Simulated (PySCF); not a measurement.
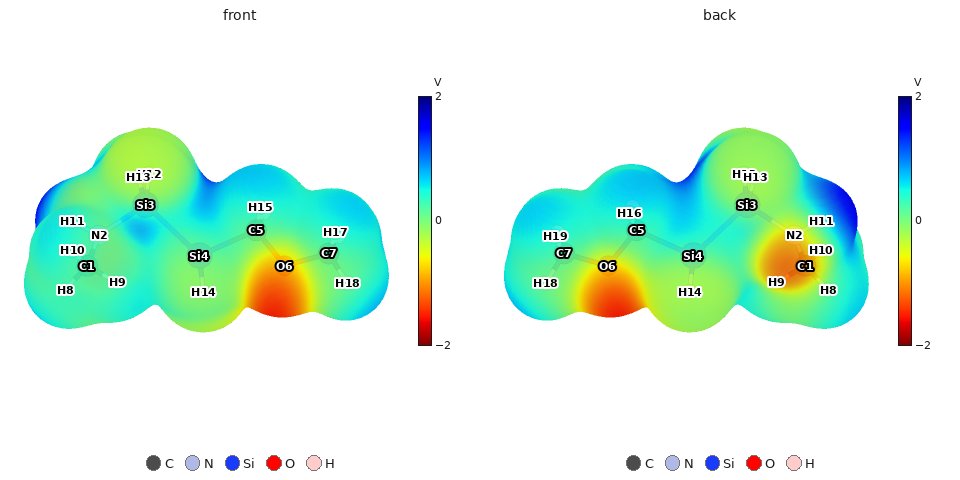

The picture shows: C3H12NOSi2 (SMILES CN[SiH2][SiH]COC) (doublet). The molecular electrostatic potential painted on the density surface at 0.002 e/bohr³, seen from the front and from behind; red is negative and blue positive.

Geometry: GFN2-xTB.

These are results of UKS B3LYP, pcH-1 on C H N O Si, non-relativistic, mean-field spin-orbit, GIAO in PySCF 2.14.0, density-fitted response routines, not measurements.

The calculation's input:

```
{"job": {"kind": "epr", "basis": "pcH-1"}, "charge": 0, "multiplicity": 2}
C      3.462755     0.784973    -0.459226
N      2.976808    -0.552613    -0.678364
Si     1.566060    -1.200784     0.073005
Si    -0.080534     0.276596    -0.513259
C     -1.789362    -0.199697     0.201040
O     -2.658096     0.840379    -0.191851
C     -3.979100     0.664521     0.242167
H      4.080157     1.106011    -1.301150
H      2.610029     1.457806    -0.374335
H      4.060792     0.869461     0.456433
H      3.739338    -1.191049    -0.842384
H      1.652805    -1.302449     1.551084
H      1.631185    -2.597405    -0.396557
H     -0.360768     0.633112    -1.913589
H     -1.778380    -0.297523     1.296009
H     -2.148757    -1.162976    -0.196528
H     -4.039334     0.649757     1.338716
H     -4.554367     1.504942    -0.141838
H     -4.401035    -0.273812    -0.141672
```

Run with:

```sh
OMP_NUM_THREADS=1 python probes_run.py task.json out
```

### Describe the electrostatic potential map.

The most negative region (about −1.5 V) lies over O6, the most positive (about +1.5 V) over H11. O6 is the likeliest acceptor of a hydrogen bond.
